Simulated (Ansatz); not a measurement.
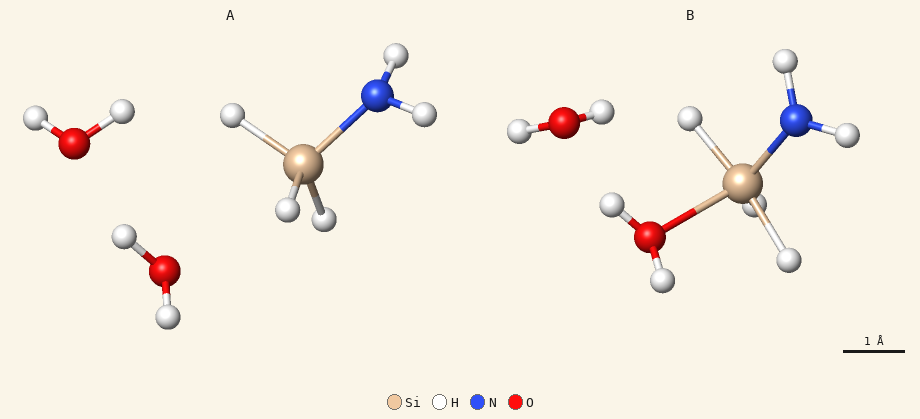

Two geometries of SiNH9O2 (started from a transition state, displaced along its imaginary mode), drawn at one scale. One is the start of a relaxation, the other its converged end. A ball-and-stick model, seen face on.

Level of theory: RKS PBE0-D4/def2-TZVP in Ansatz. Settings: force threshold 0.005 eV/Å; at most 200 steps.

> Which geometry has the lower energy?

Structure A is the relaxed one. An H atom moves most after the best rigid fit: 1.49 Å. Largest moves by element: H 1.49 Å, O 1.06 Å, N 0.84 Å, Si 0.58 Å. Among the contacts that change: O–Si 1.902 → 2.955 Å, H–O 0.764 → 0.964 Å, H–O 0.849 → 0.971 Å, H–Si 1.595 → 1.483 Å. Bonds break, among them: O–Si (1.90 → 2.96 Å). Bond angles that change, for instance: H–Si–H 169.9° → 111.7°, H–Si–H 91.1° → 108.6°, H–Si–N 90.1° → 105.6°. The energy falls by 80.1 kcal/mol in 33 accepted moves (37 points after the start). The largest force component goes from 20 to 0.002 eV/Å. The line search rejected the trial steps at points 4, 15, 17, 29 of the run.
